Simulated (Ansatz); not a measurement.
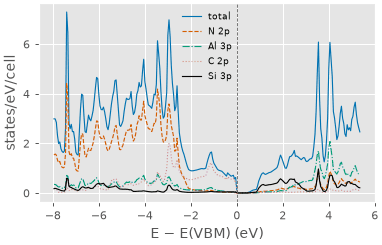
Total and projected density of states of Al$_{3}$SiCN$_{3}$ in space group P3m1 (No. 156; Pearson symbol hP8), DFT-PBE in the program Ansatz with PAW potentials

**Question.** Which orbitals carry the states next to the gap?

**Answer.** Top 1 eV of the valence band: C 2p 79 %, Al 3p 9 %, Si 3p 5 %. Bottom 1 eV of the conduction band: Si 3p 39 %, N 2s 19 %, Si 3s 14 %, N 2p 9 %, outside the projected shells 9 %. Projections are on Löwdin-orthogonalised atomic valence shells; empty p or d shells of many metals are not among them.

**Question.** Where is the tallest occupied peak in this window, and what makes it?

**Answer.** Near -7.4 eV, about 7.3 states/eV per cell; the largest projected share is N 2p.

The start of the workflow was typed in or built on a structure type; neither database checked (COD, Materials Project) lists it. Whether it is the stable phase at ambient conditions was not checked. The cell was relaxed with PBE under the symmetry of its start; its stability against distortions is not shown here.

Potentials: the earlier of the program's two PAW sets.
